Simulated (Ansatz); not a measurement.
The starting structures come from a database of crystals and need not be the phases stable at ambient conditions.

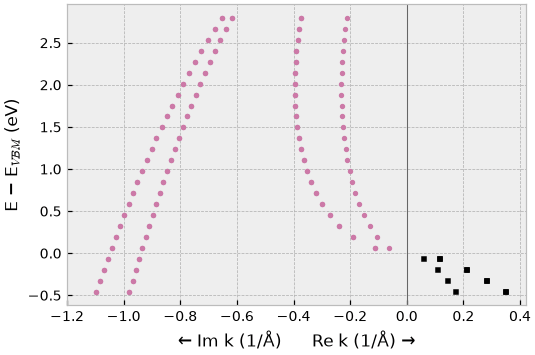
Fig. 1. Complex bands at the centre of the two-dimensional zone; r2SCAN (Ansatz, a first-principles code)

The gap is the functional's own, uncorrected, and κ follows it; spin-orbit coupling is left out. Mid-gap values are interpolated between the computed energies.

This is CaSe (Fm-3m, rock salt, not sure to be the ambient phase, 2 atoms a cell, 26.2 Å³ an atom) along the normal of (111). Read off the slowest decay at the centre of the two-dimensional zone at 1.24 eV, the computed energy nearest the middle of the gap.

κ ≈ 0.22 1/Å, a decay length 1/(2κ) of the density of 2.3 Å.
